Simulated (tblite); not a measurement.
## C$_{3}$H$_{5}$F$_{3}$NSi (charge +1): molecular dynamics

System: C$_{3}$H$_{5}$F$_{3}$NSi, charge +1.
Method: GFN2-xTB Langevin dynamics, gas phase (tblite 0.8.0).

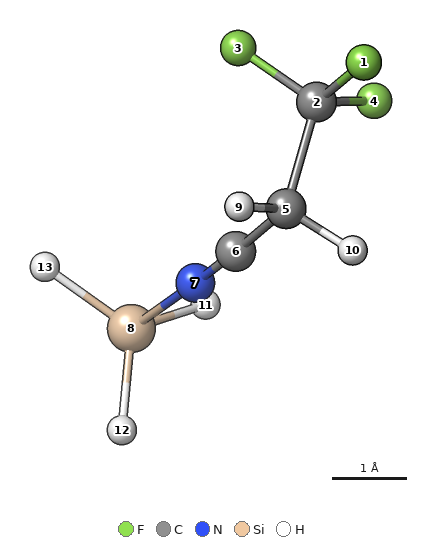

Fig. 1: The input geometry (ball-and-stick view, seen at a tilt; atoms are numbered from 1 in the order of the input).

Input:
```
{"job": {"dt": 0.5, "steps": 8000, "equilibration": 400, "friction": 0.005, "h_mass": 1.008, "temperature": 300, "xc": "GFN2-xTB", "basis": "xTB", "kind": "md"}, "charge": 1, "multiplicity": 1}
F     -3.396950     0.015094     0.448245
C     -2.123187     0.351037     0.375898
F     -1.995205     1.367377    -0.470885
F     -1.720250     0.762587     1.573844
C     -1.275375    -0.867002    -0.098243
C      0.089529    -0.511770    -0.171945
N      1.186071    -0.175795    -0.214266
Si     2.921934     0.433290    -0.257796
H     -1.645312    -1.183050    -1.083093
H     -1.420861    -1.687323     0.617688
H      2.988188     0.977577     1.090319
H      3.579743    -0.841121    -0.508818
H      2.794123     1.361044    -1.371859
```

The first line tells a small driver script what to run in tblite; the rest is the geometry in Å.

Run on 1 CPU thread, shared host.

Command:
```bash
OMP_NUM_THREADS=1 python <driver script> task.json out
```

The program's output:
```
t/fs     T/K   E - E0/eV
     0.0    265.1    -0.0000
   175.0    267.9     0.3377
   350.0    284.3     0.4410
   525.0    351.2     0.4836
   700.0    406.5     0.3241
   875.0    329.4     0.4107
  1050.0    218.9     0.3484
  1225.0    424.5     0.3794
  1400.0    312.2     0.4179
  1575.0    282.2     0.3937
  1750.0    159.2     0.4239
  1925.0    277.3     0.4421
  2100.0    267.4     0.2989
  2275.0    209.9     0.3941
  2450.0    284.8     0.4131
  2625.0    248.1     0.2357
  2800.0    272.3     0.1796
  2975.0    216.7     0.3834
  3150.0    351.2     0.5474
  3325.0    342.8     0.4375
  3500.0    188.2     0.6224
  3675.0    292.4     0.2859
  3850.0    235.4     0.5210
  4025.0    403.2     0.4852
  4200.0    492.2     0.3769
```

Trajectory as extended XYZ (Å, eV, eV/Å), 8 of the 25 frames kept, from step=0 to step=8400:
```
13
Properties=species:S:1:pos:R:3:forces:R:3 step=0 time_fs=0.0 energy=-744.98222 temperature=265.1
F    -3.3970    0.0151    0.4482   -0.0010  -0.0010  -0.0020
C    -2.1232    0.3510    0.3759   -0.0010   0.0010   0.0010
F    -1.9952    1.3674   -0.4709    0.0000   0.0000   0.0000
F    -1.7203    0.7626    1.5738    0.0020   0.0000  -0.0010
C    -1.2754   -0.8670   -0.0982    0.0000   0.0000   0.0020
C     0.0895   -0.5118   -0.1719    0.0000   0.0000   0.0020
N     1.1861   -0.1758   -0.2143    0.0000  -0.0020  -0.0030
Si    2.9219    0.4333   -0.2578    0.0010   0.0000   0.0000
H    -1.6453   -1.1830   -1.0831    0.0010   0.0020   0.0010
H    -1.4209   -1.6873    0.6177    0.0000  -0.0020  -0.0010
H     2.9882    0.9776    1.0903    0.0010   0.0010   0.0000
H     3.5797   -0.8411   -0.5088   -0.0020   0.0010   0.0000
H     2.7941    1.3610   -1.3719    0.0000   0.0000   0.0010
13
Properties=species:S:1:pos:R:3:forces:R:3 step=1050 time_fs=525.0 energy=-744.49862 temperature=351.2
F    -3.5606   -0.0336    0.0687    0.1010  -0.2570   0.5920
C    -2.3199    0.4095    0.1386   -0.9410   2.8540   0.0340
F    -2.1542    1.0713   -1.0312    0.5530  -0.4750   0.2110
F    -2.2423    1.4060    1.0757   -0.0790  -1.1420  -0.4710
C    -1.3249   -0.6958    0.3501   -0.2220  -1.3160  -0.3300
C    -0.0220   -0.4045   -0.0637   -1.3060   0.0700   0.6490
N     0.9844   -0.0429   -0.4390    1.5010   0.0920  -0.0480
Si    2.5251    0.5101   -1.1822    0.7570  -0.1810   0.2120
H    -1.7235   -1.4321   -0.3641    0.1100  -0.5550   0.0280
H    -1.3311   -1.1475    1.3524   -0.1830   0.2760   0.0280
H     3.6449   -0.3861   -1.0393    0.0890  -0.2850   0.3400
H     1.9023    0.3258   -2.4210   -0.4650   0.0650  -1.6520
H     2.5592    1.7645   -0.5295    0.0870   0.8550   0.4060
13
Properties=species:S:1:pos:R:3:forces:R:3 step=2450 time_fs=1225.0 energy=-744.60277 temperature=424.5
F    -3.5699   -0.5558    0.1539    0.8580   0.1500   0.1370
C    -2.2565   -0.1738    0.1448   -1.6000  -0.6490   0.1910
F    -1.9549    0.0241   -1.1196    0.3010   0.2870  -0.3550
F    -2.1784    0.9303    0.8324    0.2120   0.6930   0.1220
C    -1.4001   -1.2963    0.7642   -0.8400  -1.4820   0.1720
C    -0.0665   -1.1828    0.2927   -0.5640  -0.3780   0.1680
N     0.9413   -1.1315   -0.2546    0.2600  -0.1020   0.2180
Si    2.7531   -1.3623   -0.6251   -0.4960   0.7640  -0.8790
H    -1.8811   -2.2683    0.2770    0.9780   1.3410   1.0610
H    -1.5500   -1.3062    1.9153    0.4050  -0.0390  -1.7170
H     2.6985   -2.5640   -1.4340    0.0040  -0.1180  -0.0050
H     2.8965   -0.0863   -1.3627    0.0890  -0.3980   0.2550
H     3.1074   -1.4358    0.7542    0.3950  -0.0700   0.6310
13
Properties=species:S:1:pos:R:3:forces:R:3 step=3500 time_fs=1750.0 energy=-744.55830 temperature=159.2
F    -3.0955   -0.4271    0.5007    1.2380   0.2710   0.0530
C    -1.7972   -0.3837    0.8495    0.2740  -0.9600  -0.8160
F    -1.0661    0.4301    0.0249   -0.9200  -1.0580   0.3560
F    -1.6687    0.1325    2.0353   -0.1830   0.2170   0.7790
C    -1.2160   -1.9134    0.8357   -0.5510   1.1200  -0.7660
C     0.1484   -1.8688    1.2238   -2.8880  -0.3330  -0.9320
N     1.2614   -1.7144    1.3209    3.1240   0.2870   0.4740
Si    3.0432   -1.0521    1.1009   -0.4380   0.2520   1.0470
H    -1.2962   -2.2367   -0.2458    0.1410   0.0870   0.9350
H    -1.8590   -2.5512    1.4633    0.1920   0.2680  -0.1120
H     3.4492   -0.8040    2.5344   -0.2200  -0.3200  -0.8580
H     3.6651   -2.1063    0.3109   -0.1120   0.0800   0.0680
H     2.4052    0.1308    0.5231    0.3430   0.0870  -0.2280
13
Properties=species:S:1:pos:R:3:forces:R:3 step=4900 time_fs=2450.0 energy=-744.56912 temperature=284.8
F    -3.1728   -1.0270    1.2907   -0.5410   0.1610   0.2260
C    -2.0392   -0.8445    0.6984    1.7330  -0.0080  -0.7950
F    -2.2138   -0.4384   -0.5662   -0.0350  -0.4640   0.6070
F    -1.3184    0.1319    1.2979   -0.5490  -0.4500  -0.0050
C    -1.1870   -2.2143    0.7873   -0.5840   1.0540   1.1670
C     0.1929   -2.0244    0.7190    3.2700   0.5520  -0.4340
N     1.3561   -1.8627    0.6826   -2.7850  -0.2890   0.5470
Si    3.1261   -1.5848    1.0904    0.7280   1.1630  -0.3540
H    -1.5692   -2.9358    0.0848   -0.1980  -0.3300  -0.3000
H    -1.3308   -2.5326    1.8535   -0.2770  -0.1530  -0.5500
H     3.5003   -1.7638   -0.3068    0.0990  -0.0450  -0.0320
H     3.3473   -0.1273    1.5222   -0.5280  -1.1780  -0.1910
H     3.5599   -2.6537    1.9737   -0.3320  -0.0120   0.1130
13
Properties=species:S:1:pos:R:3:forces:R:3 step=5950 time_fs=2975.0 energy=-744.59878 temperature=216.7
F    -2.7592   -0.9678    0.9442    0.3400  -0.2200  -0.5340
C    -1.5093   -1.1936    0.5495   -0.2130  -0.8390  -0.4990
F    -1.4094   -1.5677   -0.7353   -0.7900  -0.2410   0.0490
F    -0.8466   -0.0807    0.5852    0.6210   1.5230   0.5430
C    -0.8559   -2.2855    1.4258    0.9720  -1.0830  -0.1570
C     0.5270   -1.9862    1.6590   -1.6750   0.1760   0.4540
N     1.5892   -1.6178    1.8609    0.6030  -0.0950  -0.2880
Si    3.3927   -1.2583    1.7499   -0.3020   0.2140  -0.5810
H    -0.7533   -3.2572    0.8762   -0.5350   0.4060  -0.0280
H    -1.5088   -2.4951    2.2842    0.4470   0.2160   0.2010
H     3.6227   -1.9237    2.9945    0.4020  -0.2780   0.5500
H     3.7801   -2.0343    0.5265   -0.1880   0.5480   0.5390
H     3.1493    0.1933    1.8828    0.3180  -0.3270  -0.2490
13
Properties=species:S:1:pos:R:3:forces:R:3 step=7350 time_fs=3675.0 energy=-744.69630 temperature=292.4
F    -1.4086   -0.1313    1.9176    0.0300   0.0250   0.2500
C    -0.9729   -0.9238    0.9581    0.3950   1.3520  -0.9760
F    -1.9166   -1.0188    0.0409    0.0080   0.2610  -0.3160
F     0.1147   -0.2455    0.3952   -1.1760  -1.3100   0.6710
C    -0.7049   -2.3315    1.4658    1.3430  -0.6880   0.0430
C     0.5507   -2.3750    2.1426   -0.1080  -0.0370  -0.2730
N     1.6445   -2.3722    2.4940   -0.1100   0.2930   0.1280
Si    3.4806   -2.2303    2.7605    0.0590  -0.3210  -0.4050
H    -0.6260   -3.0713    0.6451    0.0340   0.3400  -0.1630
H    -1.5725   -2.6589    2.0193   -0.2950   0.0240   0.6340
H     3.5857   -3.6835    2.8949    0.1530   0.0590   0.1480
H     3.8632   -1.7791    1.4073   -0.1560   0.0390   0.3570
H     3.6732   -1.3744    3.9213   -0.1770  -0.0360  -0.0990
13
Properties=species:S:1:pos:R:3:forces:R:3 step=8400 time_fs=4200.0 energy=-744.60534 temperature=492.2
F    -0.2457   -0.8154    2.6202    0.6250   0.6050   0.6620
C    -0.8294   -0.9618    1.4730   -0.4130  -0.4230  -1.3680
F    -1.6653    0.0363    1.2067    0.2850  -0.1840   0.3190
F     0.0841   -0.9833    0.4663   -0.2080   0.1020   0.7530
C    -1.5995   -2.3171    1.4606   -0.0220   0.0070  -0.9880
C    -0.7284   -3.3943    1.7508   -1.4690   1.7380  -0.2950
N     0.0347   -4.2283    1.7360    2.0570  -2.0100   0.2490
Si    1.4626   -5.4587    2.1079   -0.8040   0.7240   1.3300
H    -1.8388   -2.4833    0.3780   -0.4070   0.1070   0.5340
H    -2.4963   -2.2123    2.0783    0.0810  -0.2330  -0.0100
H     1.2969   -6.4762    1.1440   -0.0170  -0.4230  -0.8550
H     2.5379   -4.5471    2.4129    0.2620   0.2040  -0.3710
H     0.8146   -5.7760    3.3840    0.0300  -0.2150   0.0400
```

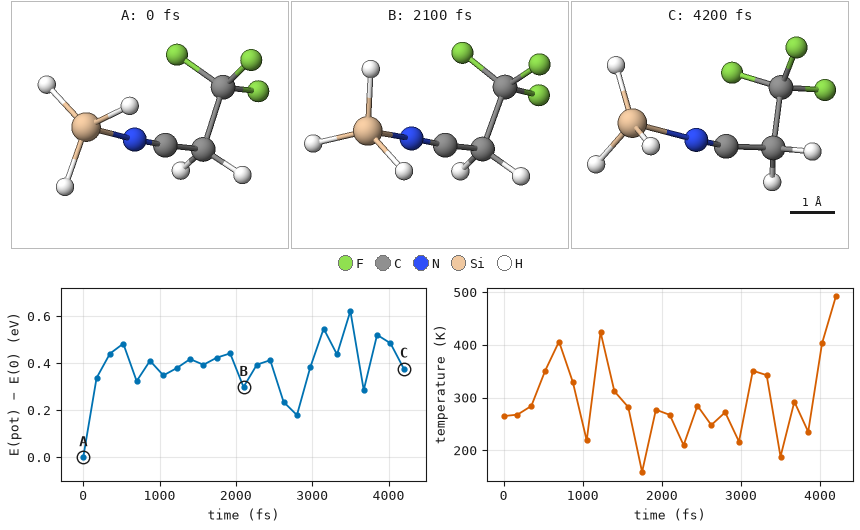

Fig. 2: Frames of the molecular dynamics (ball-and-stick, seen at a tilt) above the curves, on which the letters mark them. The trajectory kept here has 25 frames over 4200 fs. The temperature starts at 265 K, ranges from 159 to 492 K and averages 293 K over the second half. The potential energy ends 0.377 eV above its first value. After an unweighted best fit of the last frame on the first, the root-mean-square displacement is 1.68 Å, and H13 has moved furthest (2.84 Å).

Summary:

| quantity | value |
| --- | --- |
| outcome | finished |
| mean temperature over the second half | 293 K |
| trajectory | 25 frames kept, 4200 fs |
| wall time | 71 s |
| peak memory | 0.39 GiB |
